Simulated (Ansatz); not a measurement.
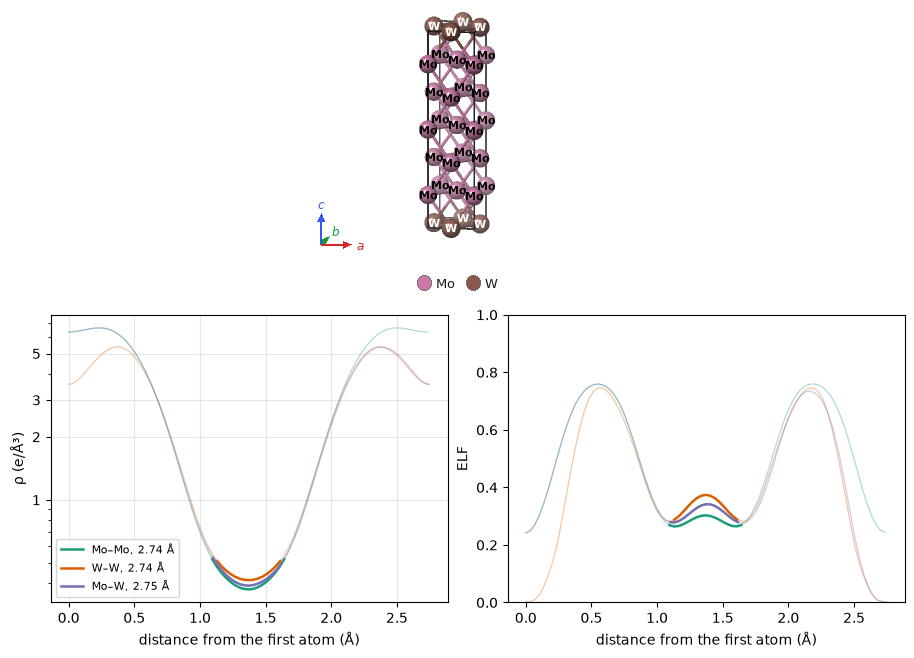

The picture shows: Mo₅W. Valence pseudo-density and ELF along straight lines between neighbouring atoms. Thin, pale parts lie inside the atomic spheres. The structure is drawn too.

Space group Cmmm; a structure generated by program, which may or may not match a known phase; computed pressure about −8 GPa in this cell; computed without spin polarisation.

Theory: DFT PBEsol, scalar-relativistic, plane waves, PAW (Ansatz 0.2.0).

Core electrons are frozen (PAW), and the valence fields are smoothed inside the atomic spheres.

```xyz
12
Lattice="3.1651 0.0000 0.0000 0.0000 4.4790 0.0000 0.0000 0.0000 13.4262" Properties=species:S:1:pos:R:3 pbc="T T T"
Mo    0.0000    0.0000   11.1791
Mo    1.5825    2.2395   11.1791
Mo    0.0000    2.2395    8.9451
Mo    1.5825    0.0000    8.9451
Mo    0.0000    0.0000    6.7131
Mo    1.5825    2.2395    6.7131
Mo    0.0000    2.2395    4.4811
Mo    1.5825    0.0000    4.4811
Mo    0.0000    0.0000    2.2471
Mo    1.5825    2.2395    2.2471
W     0.0000    2.2395    0.0000
W     1.5825    0.0000    0.0000
```

Q: Compare the contacts.

A: Mo–Mo (2.74 Å): ρ at the midpoint is about 0.37 e/Å³; the ELF is about 0.30 at the midpoint.
W–W (2.74 Å): ρ is about 0.41 e/Å³ halfway; the ELF is about 0.35 at the midpoint.
Mo–W (2.75 Å): the density is about 0.39 e/Å³ at the midpoint; the ELF is about 0.35 at the midpoint.
